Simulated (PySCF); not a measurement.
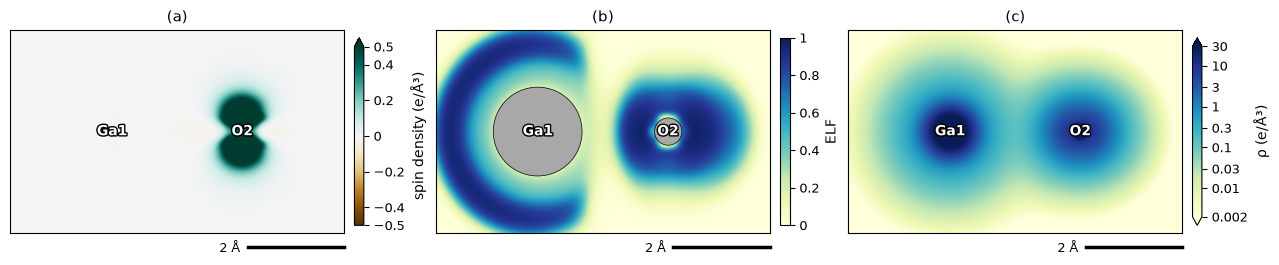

GaO (charge +1, triplet). (a) spin density; (b) ELF; (c) total electron density on a plane that holds the molecular axis. Grey discs cover the atomic cores in the ELF map.

Level of theory: PySCF 2.14.0, PBE0/x2c-SVPall, spin-free X2C-1e, Gaussian nucleus, at a bond length of 2.696 Å.

Question: Interpret the plot.

Answer: The section cuts through Ga and O sites. Ga–O (2.70 Å): the density is about 0.15 e/Å³ at the midpoint; the ELF is about 0.15 at the midpoint. The unpaired spin (2 electrons) lies mostly on O2 (about 2.0), in electrons by Hirshfeld's partition.
